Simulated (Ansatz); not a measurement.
# CClF3: the cost of one run

Program: Ansatz 0.2.0. Level of theory: the levels named in each step. These are calculated values, not measurements.

## (1) Starting point

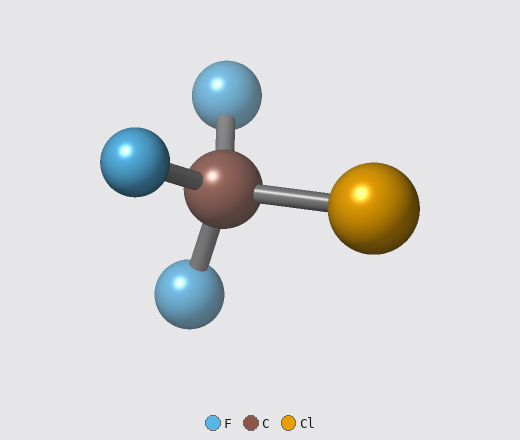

The starting structure, seen from a chosen angle (fluorine blue, carbon brown, chlorine amber).

As a file:

```xyz
5

F    -0.8458   -0.6419   -1.0330
C    -0.3469   -0.0100    0.0163
F    -0.8493    1.2131    0.0395
F    -0.7455   -0.6418    1.1076
Cl    1.4254    0.0411   -0.0667
```

## (2) A rough first relaxation, PBE-D4/def2-SVP

This run stands in another session on the same molecule. It ended at:

```xyz
5

F    -0.8439   -0.6505   -1.0479
C    -0.3534   -0.0102    0.0165
F    -0.8474    1.2304    0.0395
F    -0.7423   -0.6503    1.1223
Cl    1.4249    0.0412   -0.0667
```

## (3) Relaxation, r2SCAN-D4/def2-TZVPP

File input.yaml:

```yaml
crystal:
  periodic: [false, false, false]
  atoms:
    - { symbol: F, position_ang: [-0.84390591, -0.65048171, -1.04794719] }
    - { symbol: C, position_ang: [-0.35342147, -0.01021068, 0.01653457] }
    - { symbol: F, position_ang: [-0.84735944, 1.23041314, 0.03951461] }
    - { symbol: F, position_ang: [-0.74232576, -0.65025448, 1.12231348] }
    - { symbol: Cl, position_ang: [1.42485258, 0.04118373, -0.06669549] }
basis:
  gaussian: { orbitals: def2-TZVPP }
hamiltonian:
  xc: r2scan
  dispersion: d4
relax:
  f_tol: 0.002
  max_steps: 150
```

Run with:

```
$ ansatz run input.yaml --threads 4 --pin off --max-ram 10240MiB --backend cpu --events-out ev --progress --plain --runs-dir out
```

Q: Estimate wall time and peak memory on 4 threads of Intel Xeon at 2.50GHz (Skylake/Cascade Lake), shared host.

About 20 s, with a peak of 0.33 GiB.
